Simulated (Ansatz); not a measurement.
# Calculations on CH₈OSi

Part 1: Relaxation

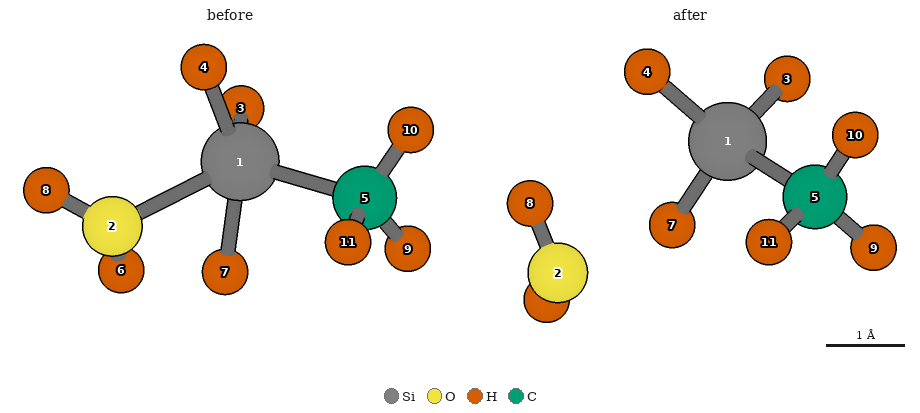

The structure of CH₈OSi (started from a transition state, displaced along its imaginary mode) before (left) and after (right) a relaxation, at one scale.

Style: ball-and-stick. Shown from a free direction.

All numbers below come from RKS PBE0-D4/def2-TZVP in Ansatz. (force threshold 0.005 eV/Å; at most 200 steps)

> What changed between the two?

The energy falls by 1.912 eV in 18 accepted moves (20 points after the start). The largest force component goes from 7.9 to 0.0013 eV/Å. The line search rejected the trial steps at points 8, 10 of the run. The forces were under the threshold at step 16, but the run went on from there. H3 moves most after the best rigid fit: 1.19 Å. By element the largest moves are H 1.19 Å, O 0.93 Å, Si 0.68 Å, C 0.13 Å. Near-neighbour distances that change, for instance: Si1–O2 1.979 → 3.370 Å, Si1–H6 2.069 → 3.262 Å, Si1–H7 1.599 → 1.491 Å, O2–H6 0.857 → 0.960 Å. Bonds break, among them: Si1–O2 (1.98 → 3.37 Å). Bond angles that change, for instance: H4–Si1–H7 154.3° → 107.7°, H3–Si1–H7 90.4° → 107.4°, C5–Si1–H7 94.7° → 111.4°. Cost: 41 s on 4 threads of Intel Xeon Platinum 8259CL @ 2.50GHz, on a shared host.

Part 2: Relaxation

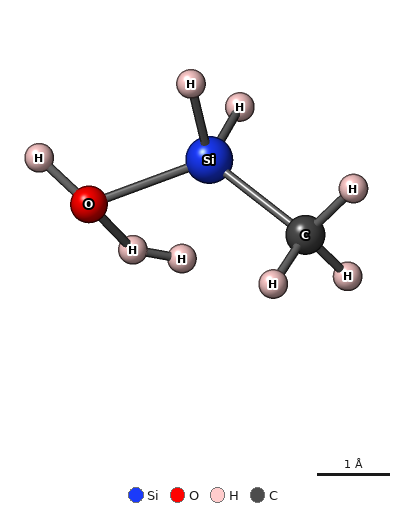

This is the input geometry for a relaxation of CH$_{8}$OSi (started from a transition state, displaced along its imaginary mode). The picture is a ball-and-stick view, seen from a free direction.

Method: RKS PBE0-D4/def2-TZVP (Ansatz).

Input
```yaml
crystal:
  periodic: [false, false, false]
  atoms:
    - {symbol: Si, position_ang: [-0.587643, 0.043065, 0.024649]}
    - {symbol: O, position_ang: [-0.240851, -1.437640, 1.004434]}
    - {symbol: H, position_ang: [-1.575684, -0.009851, -1.103069]}
    - {symbol: H, position_ang: [-1.354611, 0.650969, 1.118069]}
    - {symbol: C, position_ang: [0.855260, 1.205850, -0.278406]}
    - {symbol: H, position_ang: [0.156293, -1.666176, -0.294174]}
    - {symbol: H, position_ang: [0.286190, -1.324447, -0.987142]}
    - {symbol: H, position_ang: [-0.997022, -1.842910, 1.438689]}
    - {symbol: H, position_ang: [1.297983, 1.150863, -1.273621]}
    - {symbol: H, position_ang: [0.521153, 2.235138, -0.102481]}
    - {symbol: H, position_ang: [1.638932, 0.995140, 0.452952]}
basis:
  gaussian: {orbitals: def2-TZVP}
hamiltonian: {xc: pbe0, dispersion: d4}
relax: {f_tol: 0.005, max_steps: 200}
```

Command:
```bash
ansatz run in.yaml --threads 4 --pin off --events-out ev --progress --plain --max-ram 9574MiB
```

Question: Where does the relaxation end?

Answer: H7 moves most after the best rigid fit: 2.11 Å. By element the largest moves are H 2.11 Å, O 0.89 Å, Si 0.70 Å, C 0.28 Å. Among the contacts that change: Si1–H7 1.912 → 4.369 Å, Si1–H6 1.891 → 3.696 Å, O2–H6 1.377 → 2.589 Å, Si1–O2 1.809 → 1.653 Å. Among the angles between lasting bonds that change: O2–Si1–H4 92.0° → 110.4°, O2–Si1–H3 120.3° → 110.4°, O2–Si1–C5 116.5° → 106.8°. Over 55 geometry steps the energy falls by 40.9 kcal/mol. Largest force component: 1.9 eV/Å at the start, 0.0017 eV/Å at the end. Cost: 110 s on 4 threads of Intel Xeon Platinum 8259CL @ 2.50GHz, on a shared host.

Final geometry:

```xyz
11

Si   -0.9786    0.4930    0.3992
O    -0.8266   -1.1535    0.3950
H    -2.1664    0.9085   -0.4019
H    -1.1840    0.9934    1.7894
C     0.5845    1.1762   -0.3282
H     1.3701   -2.2301   -0.4526
H     2.0285   -2.4769   -0.7075
H    -1.5535   -1.6698    0.7443
H     0.7273    0.8139   -1.3487
H     0.5476    2.2683   -0.3544
H     1.4511    0.8769    0.2654
```

The end point in the same view:

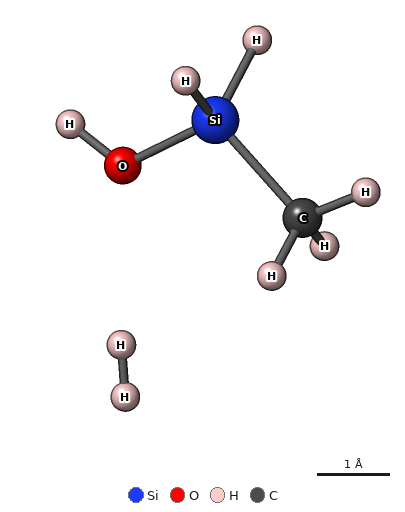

Part 3: Reaction

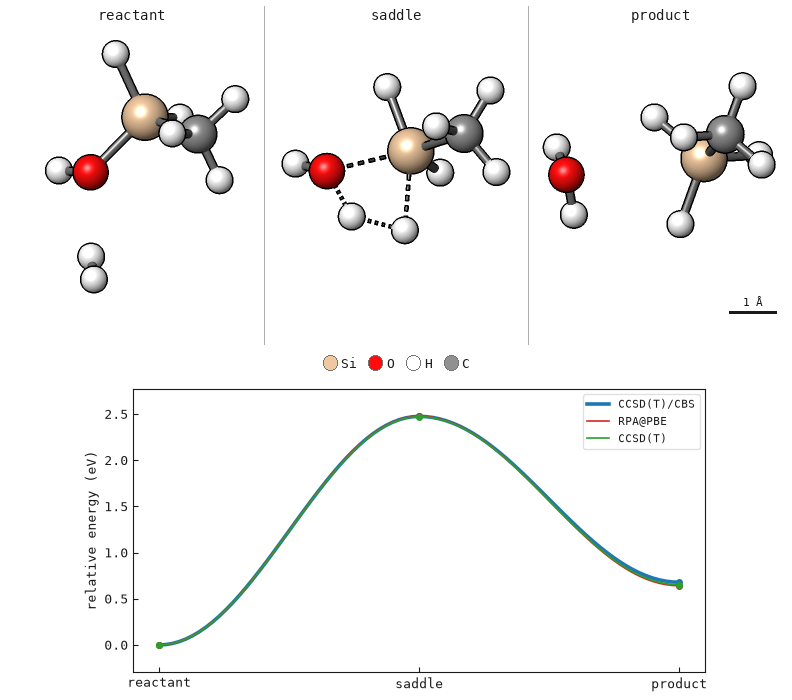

A reaction step of CH8OSi, with its energy diagram. Style: ball-and-stick. Shown at a tilt. Dashed sticks mark bonds that form or break.

Stationary points at PBE0-D4/def2-TZVP, single-point energies with CCSD(T)/CBS, RPA@PBE, CCSD(T) (def2-TZVPP where no basis is named; Ansatz 0.2.0). The energies are electronic, without zero-point or thermal terms, and both ends are the minima reached downhill from the saddle, with any fragments still in contact. CCSD(T)/CBS stands for a frozen-core estimate: MP2 correlation extrapolated from def2-TZVPP and def2-QZVPP, CCSD(T) minus MP2 from the smaller set.

Question: What happens, and what does it cost?

Answer: Counted by bonded pieces, the reactant holds CH₆OSi + H₂ and the product holds CH₆Si + H₂O. From the reactant over the saddle to the product, bonds form: H–Si (4.37 → 1.76 → 1.49 Å), H–O (2.59 → 1.11 → 0.96 Å). Bonds break: O–Si (1.65 → 1.89 → 3.37 Å), H–H (0.75 → 1.17 → 2.60 Å). The saddle has one imaginary mode, 1114i cm⁻¹. With CCSD(T)/CBS the barrier is 2.48 eV from the reactant and 1.80 eV from the product, and the product lies 0.68 eV above the reactant.

```csv
level,barrier from the reactant (eV),barrier from the product (eV),the product less the reactant (eV)
CCSD(T)/CBS,2.48,1.80,0.68
RPA@PBE,2.48,1.84,0.64
CCSD(T),2.47,1.82,0.65
```

Limits of the set-up: the start holds two separate molecules, 2.6 Å apart at their closest, whose relative position is a soft coordinate.
